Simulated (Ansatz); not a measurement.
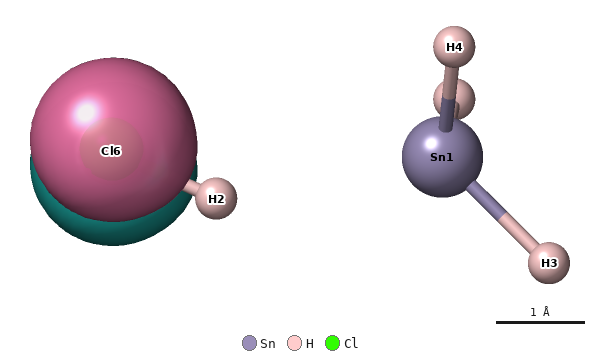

Figure. H3Sn···HCl (doublet). The HOMO−1 (α) at ±0.2 Å⁻³ᐟ² (teal and pink are the two phases), seen from one side.

Core potentials replace the inner electrons of Sn.

The calculation used UKS PBE/def2-SVP in Ansatz.

```yaml
atoms:
  - { symbol: Sn, position_ang: [0.1591, 0.0000, -0.1475] }
  - { symbol: H, position_ang: [0.2944, 0.0000, 2.4790] }
  - { symbol: H, position_ang: [1.5517, 0.0000, -1.1870] }
  - { symbol: H, position_ang: [-0.7948, 1.4245, -0.4122] }
  - { symbol: H, position_ang: [-0.7948, -1.4245, -0.4122] }
  - { symbol: Cl, position_ang: [-0.4138, 0.0000, 3.5915] }
```

> Where does this orbital lie, and at what energy?

By Hirshfeld shares it lies mainly on Cl6 (about 95 %); largely a lone pair of Cl6. Its energy is −7.37 eV.
